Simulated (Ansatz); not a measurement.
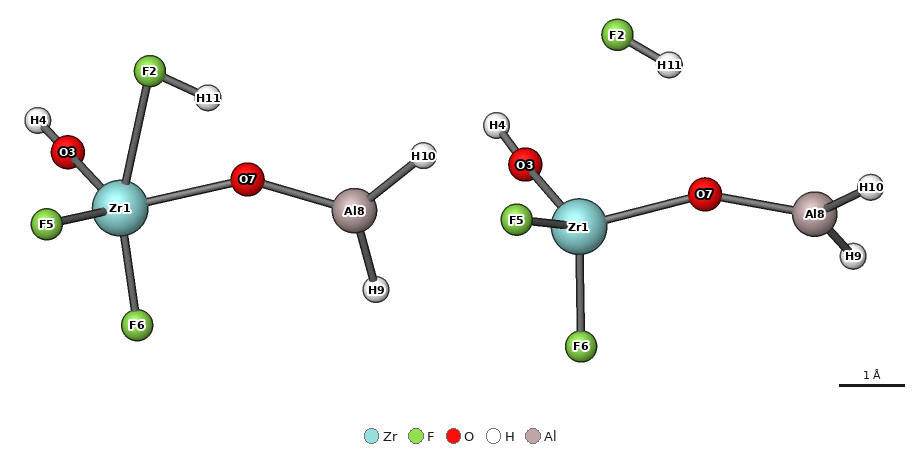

Two geometries of ZrAlH₄O₂F₃, drawn at one scale. One is the start of a relaxation, the other its converged end. A ball-and-stick model, seen at a tilt.

Computed with RKS B3LYP-D4/def2-SVP (Ansatz). Settings: no spin polarisation; force threshold 0.03 eV/Å; at most 50 steps.

Which of the two is the end point?

Answer. The left one is the relaxed one. The run prepares an end point of a later path (reaction) calculation, from a guessed geometry. Over 19 geometry steps the energy falls by 8.50 kcal/mol. Largest force component: 0.99 eV/Å at the start, 0.027 eV/Å at the end. The largest moves after the best rigid fit, 0.70 Å, are those of H9 and H10. Largest moves by element: H 0.70 Å, F 0.58 Å, Zr 0.30 Å, O 0.26 Å, Al 0.06 Å. Among the contacts that change: Zr1–F2 3.170 → 2.380 Å, O7–H11 2.202 → 1.502 Å, Zr1–H11 3.034 → 2.341 Å, F2–H11 0.929 → 0.997 Å. New bonds form, among them: Zr1–F2 (3.17 → 2.38 Å). Bond angles that change, for instance: F6–Zr1–O7 104.8° → 96.8°, F5–Zr1–O7 110.7° → 118.4°, Zr1–O7–Al8 153.4° → 147.7°. Groups turn about O7–Al8 by about 30°. Cost: 66 s on 4 threads of Arm Neoverse V1, with other jobs on the host, peak memory 0.43 GiB.

Limits of the set-up: the start holds two separate molecules, 2.2 Å apart at their closest, whose relative position is a soft coordinate.
